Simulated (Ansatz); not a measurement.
A series of calculations on Si₂AsH₇ and related structures

### Relaxation

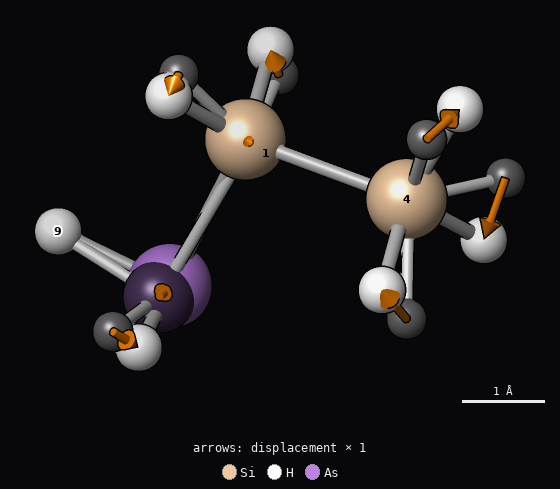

A relaxation of Si2AsH7. The starting structure is drawn faded, the final one solid; orange arrows show the displacements, at their true length. The two geometries are superimposed by the best rigid fit.

A ball-and-stick model, seen at a tilt.

It is one of the separated products of a reaction.

Method: RKS PBE0-D4/def2-TZVP (Ansatz).

Input
```yaml
crystal:
  periodic: [false, false, false]
  atoms:
    - {symbol: Si, position_ang: [-0.322243, -1.303374, -0.481468]}
    - {symbol: H, position_ang: [-1.031129, -2.464124, -1.097366]}
    - {symbol: H, position_ang: [0.311846, -1.794681, 0.770906]}
    - {symbol: Si, position_ang: [-1.829032, 0.439065, -0.094763]}
    - {symbol: As, position_ang: [1.251782, -0.626569, -2.121747]}
    - {symbol: H, position_ang: [-2.153732, 0.583239, 1.349449]}
    - {symbol: H, position_ang: [-1.312139, 1.729004, -0.622098]}
    - {symbol: H, position_ang: [-3.110783, 0.158865, -0.807786]}
    - {symbol: H, position_ang: [2.147460, -1.837136, -1.892693]}
    - {symbol: H, position_ang: [2.044560, 0.225145, -1.142045]}
basis:
  gaussian: {orbitals: def2-TZVP}
hamiltonian: {xc: pbe0, dispersion: d4}
relax: {f_tol: 0.005, max_steps: 200}
```

Launched with:
```bash
ansatz run in.yaml --threads 8 --pin off --events-out ev --progress --plain --max-ram 19148MiB
```

**Atoms of which element are displaced furthest, and by how much?**

Hydrogen: up to 0.82 Å, against 0.33 Å for arsenic.

**What did the optimiser do to the structure, and how much energy did it gain?**

Over 18 geometry steps the energy falls by 4.21 kJ/mol. Largest force component: 0.33 eV/Å at the start, 0.0025 eV/Å at the end. The largest moves after the best rigid fit, 0.82 Å, are those of H7 and H8. Largest moves by element: H 0.82 Å, As 0.33 Å, Si 0.10 Å. Among the angles between lasting bonds that change: H2–Si1–As5 104.6° → 107.3°, H3–Si1–Si4 112.5° → 110.2°. Groups turn about Si1–Si4 by about 45°. The run took 29 s on 8 threads of Arm Neoverse V1, with other jobs on the host.

### Relaxation

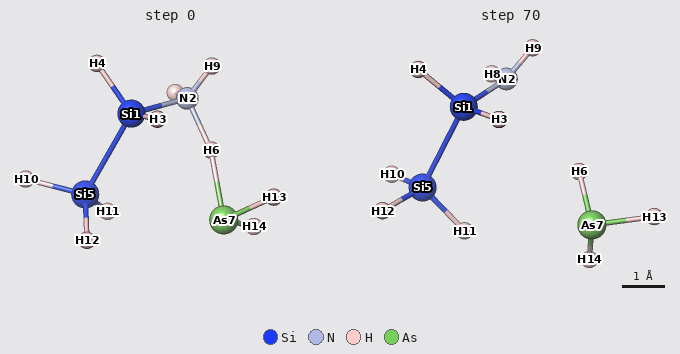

The structure of Si₂AsNH₁₀ (started from a transition state, displaced along its imaginary mode) before (left) and after (right) a relaxation, at one scale.

Style: ball-and-stick. Shown face on.

All numbers below come from RKS PBE0-D4/def2-TZVP in Ansatz.

Input file:
```yaml
crystal:
  periodic: [false, false, false]
  atoms:
    - {symbol: Si, position_ang: [-0.350077, -0.926563, 0.920313]}
    - {symbol: N, position_ang: [1.094085, 0.107704, 1.174606]}
    - {symbol: H, position_ang: [0.142498, -2.135950, 0.196743]}
    - {symbol: H, position_ang: [-0.759394, -1.299352, 2.280073]}
    - {symbol: Si, position_ang: [-1.978661, 0.300792, -0.264469]}
    - {symbol: H, position_ang: [1.234805, 0.298518, -0.189961]}
    - {symbol: As, position_ang: [0.977018, 0.277395, -1.977086]}
    - {symbol: H, position_ang: [0.903108, 0.970154, 1.683983]}
    - {symbol: H, position_ang: [1.884904, -0.361918, 1.606995]}
    - {symbol: H, position_ang: [-3.214295, 0.308618, 0.577935]}
    - {symbol: H, position_ang: [-1.537918, 1.710368, -0.397328]}
    - {symbol: H, position_ang: [-2.328526, -0.299364, -1.570744]}
    - {symbol: H, position_ang: [2.258280, -0.546897, -2.087481]}
    - {symbol: H, position_ang: [1.674072, 1.596393, -1.953479]}
basis:
  gaussian: {orbitals: def2-TZVP}
hamiltonian: {xc: pbe0, dispersion: d4}
relax: {f_tol: 0.005, max_steps: 200}
```

Run as
```bash
ansatz run in.yaml --threads 8 --pin off --events-out ev --progress --plain --max-ram 19148MiB
```

Question: What changed between the two?

Answer: The largest moves after the best rigid fit, 1.29 Å, are those of H12 and H13. By element the largest moves are H 1.29 Å, As 0.71 Å, N 0.69 Å, Si 0.26 Å. Among the contacts that change: N2–H6 1.385 → 2.846 Å, Si5–As7 3.416 → 4.225 Å, Si1–As7 3.407 → 4.200 Å, H6–As7 1.806 → 1.521 Å. Among the angles between lasting bonds that change: N2–Si1–H4 103.9° → 115.4°, H6–As7–H14 84.7° → 92.3°, H4–Si1–Si5 113.9° → 107.8°. Groups turn about Si1–Si5 by about 70°. After 65 accepted moves (70 points after the start) the energy has fallen by 93.9 kJ/mol. The largest force component goes from 1.1 to 0.0039 eV/Å. The line search rejected the trial steps at points 15, 16, 19, 40, 58 of the run. The forces were under the threshold at step 63, but the run went on from there. The run took 3 min on 8 threads of Arm Neoverse V1, with other jobs on the host.

### Reaction

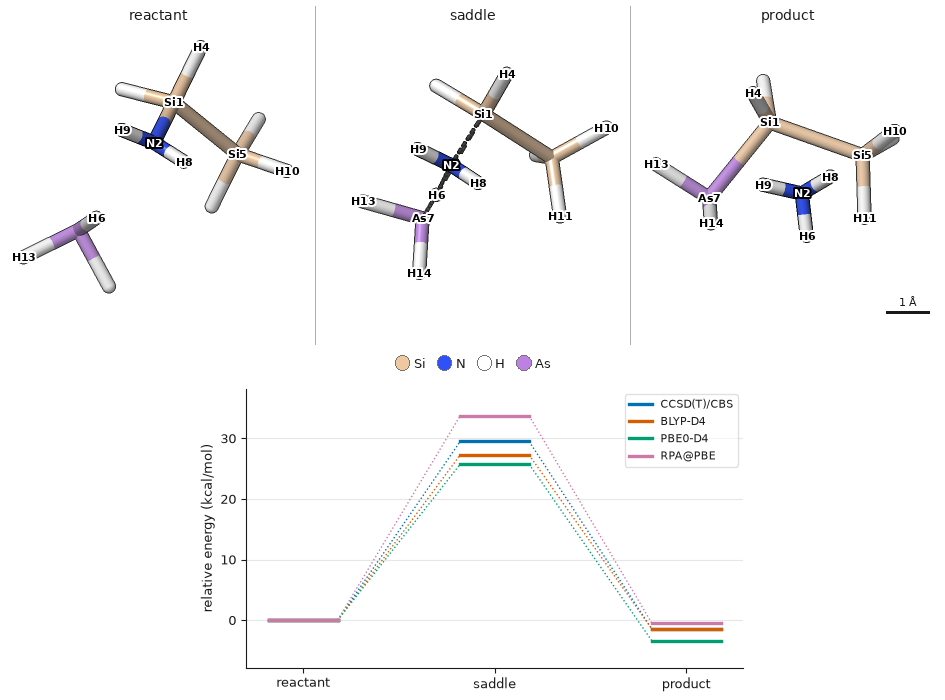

A reaction step of Si2AsNH10, with its energy diagram. A stick model, seen from a free direction. Dashed sticks mark bonds that form or break.

Stationary points at PBE0-D4/def2-TZVP, single-point energies with CCSD(T)/CBS, BLYP-D4, PBE0-D4, RPA@PBE (def2-TZVPP where no basis is named; Ansatz 0.2.0). The energies are electronic, without zero-point or thermal terms, and both ends are the minima reached downhill from the saddle, with any fragments still in contact. CCSD(T)/CBS stands for a frozen-core estimate: MP2 correlation extrapolated from def2-TZVPP and def2-QZVPP, CCSD(T) minus MP2 from the smaller set.

> What happens, and what does it cost?

Counted by bonded pieces, the reactant holds AsH₃ + Si₂H₇N and the product holds NH₃ + Si₂AsH₇. From the reactant over the saddle to the product, bonds form: As–Si (4.20 → 3.31 → 2.37 Å), H–N (2.85 → 1.10 → 1.01 Å). Bonds break: N–Si (1.73 → 1.86 → 3.23 Å), As–H (1.52 → 2.18 → 4.10 Å). The saddle has one imaginary mode, 156i cm⁻¹. With CCSD(T)/CBS the barrier is 29.5 kcal/mol from the reactant and 30.9 kcal/mol from the product, and the product lies 1.4 kcal/mol below the reactant.

```tsv
level	barrier from the reactant (kcal/mol)	barrier from the product (kcal/mol)	the product less the reactant (kcal/mol)
CCSD(T)/CBS	29.5	30.9	−1.4
BLYP-D4	27.3	28.7	−1.4
PBE0-D4	25.7	29.1	−3.4
RPA@PBE	33.7	34.2	−0.5
```

Against CCSD(T)/CBS, BLYP-D4 comes closest on the barrier from the reactant (−2.2 kcal/mol) and RPA@PBE misses most (+4.2 kcal/mol).

Limits of the set-up: the start holds two separate molecules, 2.8 Å apart at their closest, whose relative position is a soft coordinate.
